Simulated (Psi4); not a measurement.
**BH2O (SMILES B[O]) at U-wB97M-V/def2-SVP (density fitting with def2-universal-jkfit, sweep point 3)**

Aim: the vertical ionisation energy of BH2O at U-wB97M-V/def2-SVP (density fitting with def2-universal-jkfit, sweep point 3), from 2 runs. 

The results are computed with Psi4 1.11.

## (1) The structure to begin with

BH2O has 4 atoms, charge 0, and is taken as a doublet. As SMILES, `B[O]`. The coordinates come from a PBE0-D4/def2-TZVP relaxation.

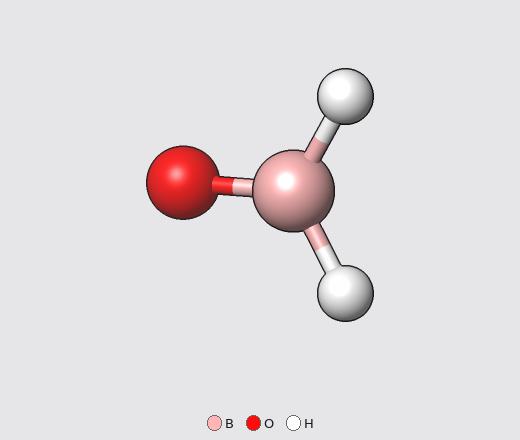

Viewed from a chosen angle; boron pink, oxygen red, hydrogen white.

## (2) The energy at U-wB97M-V/def2-SVP (density fitting with def2-universal-jkfit, sweep point 3)

File job.in:

```
memory 1600 MB

molecule system {
  0 2
  B     -0.001100    -0.010300    -0.015100
  O      1.025300    -0.340800     0.676900
  H     -1.052600    -0.587700     0.151600
  H      0.083900     0.878500    -0.833600
  symmetry c1
}

set basis def2-SVP
set reference uks
set puream true
set scf_type df
set dft_radial_points 99
set dft_spherical_points 590
set df_basis_scf def2-universal-jkfit
set maxiter 150

e, wfn = energy("wb97m-v", return_wfn=True)
```

On the command line:

```sh
$ psi4 -i job.in -o job.out -n 1
```

job.out:

```text
[...]
  Running in c1 symmetry.
[...]
  Nuclear repulsion =   25.066185915136671
[...]
  Multiplicity = 2
[...]
  Nalpha       = 8
  Nbeta        = 7
[...]
    Number of basis functions: 38
[...]
   @DF-UKS iter   1:  -101.00107642190754   -6.89211e-01   1.27342e-02 ADIIS/DIIS
[...]
   @DF-UKS iter   9:  -101.11838005967685   -3.48948e-08   7.82484e-07 DIIS
[...]
   @S^2 Observed:                7.576010570E-01
[...]
    Orbital Energies [Eh]
    ---------------------
    Alpha Occupied:
       1A    -19.408778     2A     -6.939944     3A     -1.141166
       4A     -0.621983     5A     -0.573590     6A     -0.535483
       7A     -0.501027     8A     -0.416669
    Alpha Virtual:
       9A      0.067625    10A      0.184445    11A      0.205056
      12A      0.268944    13A      0.280694    14A      0.318740
      15A      0.387596    16A      0.660743    17A      0.694772
      18A      0.697606    19A      0.957560    20A      0.982268
      21A      1.070716    22A      1.175609    23A      1.196961
      24A      1.252854    25A      1.355850    26A      1.371791
[...]
  @DF-UKS Final Energy:  -101.11838005967685
   => Energetics <=
    Nuclear Repulsion Energy =             25.0661859151366713
    One-Electron Energy =                -186.8602815614983115
    Two-Electron Energy =                  70.0310354042205745
    DFT Exchange-Correlation Energy =      -9.4180509204545100
    Empirical Dispersion Energy =           0.0000000000000000
    VV10 Nonlocal Energy =                  0.0627311029187287
    Total Energy =                       -101.1183800596768521
[...]
 Multipole Moments:
 ------------------------------------------------------------------------------------
     Multipole            Electronic (a.u.)      Nuclear  (a.u.)        Total (a.u.)
 ------------------------------------------------------------------------------------
 L = 1.  Multiply by 2.5417464519 to convert [e a0] to [Debye]
 Dipole X            :          0.9885603           -1.3939566           -0.4053964
 Dipole Y            :         -0.3185079            0.4490229            0.1305150
 Dipole Z            :          0.6666776           -0.9399742           -0.2732967
 Magnitude           :                                                    0.5060350
[...]
```

Run time: 20 s. Hardware: 1 thread of AMD EPYC 9R45 (Zen 5), shared host; peak memory 0.82 GiB.

## (3) The singlet cation

File input.inp:

```
memory 1600 mb

molecule molecule1 {
  1 1
  B     -0.001100    -0.010300    -0.015100
  O      1.025300    -0.340800     0.676900
  H     -1.052600    -0.587700     0.151600
  H      0.083900     0.878500    -0.833600
  units angstrom
  symmetry c1
}

set basis def2-SVP
set reference rks
set puream true
set scf_type df
set dft_radial_points 99
set dft_spherical_points 590
set df_basis_scf def2-universal-jkfit

E = energy('wb97m-v')
```

On the command line:

```sh
$ psi4 -n 1 input.inp input.out
```

input.out:

```text
[...]
  Running in c1 symmetry.
[...]
  Nuclear repulsion =   25.066185915136671
[...]
  Multiplicity = 1
[...]
  Nalpha       = 7
  Nbeta        = 7
[...]
    Number of basis functions: 38
[...]
   @DF-RKS iter   1:  -100.60036375926686   -2.88498e-01   8.88154e-03 DIIS/ADIIS
[...]
   @DF-RKS iter   8:  -100.67095347525041   -6.60226e-09   7.93247e-07 DIIS
[...]
    Orbital Energies [Eh]
    ---------------------
    Doubly Occupied:
       1A    -19.793407     2A     -7.293507     3A     -1.472760
       4A     -0.946454     5A     -0.865520     6A     -0.860959
       7A     -0.829972
[...]
  @DF-RKS Final Energy:  -100.67095347525041
   => Energetics <=
    Nuclear Repulsion Energy =             25.0661859151366713
    One-Electron Energy =                -181.5973637917573456
    Two-Electron Energy =                  64.9999249023254464
    DFT Exchange-Correlation Energy =      -9.1990008573463253
    Empirical Dispersion Energy =           0.0000000000000000
    VV10 Nonlocal Energy =                  0.0593003563911487
    Total Energy =                       -100.6709534752504140
[...]
 Multipole Moments:
 ------------------------------------------------------------------------------------
     Multipole            Electronic (a.u.)      Nuclear  (a.u.)        Total (a.u.)
 ------------------------------------------------------------------------------------
 L = 1.  Multiply by 2.5417464519 to convert [e a0] to [Debye]
 Dipole X            :          0.1021797           -1.3939566           -1.2917770
 Dipole Y            :         -0.0328921            0.4490229            0.4161308
 Dipole Z            :          0.0688841           -0.9399742           -0.8710902
 Magnitude           :                                                    1.6126533
[...]
```

It took 15 s on 1 thread of AMD EPYC 9R45 (Zen 5), shared host; peak memory 0.82 GiB.

## (4) What came out

At U-wB97M-V/def2-SVP (density fitting with def2-universal-jkfit, sweep point 3):

| quantity | value |
| --- | --- |
| doublet BH2O: total energy | -101.11838 Eh |
| doublet BH2O: dipole moment | 1.29 D |
| doublet BH2O: HOMO energy (highest over α and β) | -11.34 eV |
| doublet BH2O: LUMO energy (lowest over α and β) | -2.22 eV |
| doublet BH2O: ⟨S²⟩ | 0.758 |
| singlet cation: total energy | -100.67095 Eh |
| singlet cation: HOMO energy | -22.58 eV |
| singlet cation: LUMO energy | -12.80 eV |
| singlet cation: HOMO–LUMO gap | 9.79 eV |
| vertical ionisation energy (to the singlet cation) | 12.175 eV |

What this shows: Removing an electron at fixed nuclei costs 12.18 eV (281 kcal/mol). Only the singlet of the ionised species was computed; a triplet could lie lower.
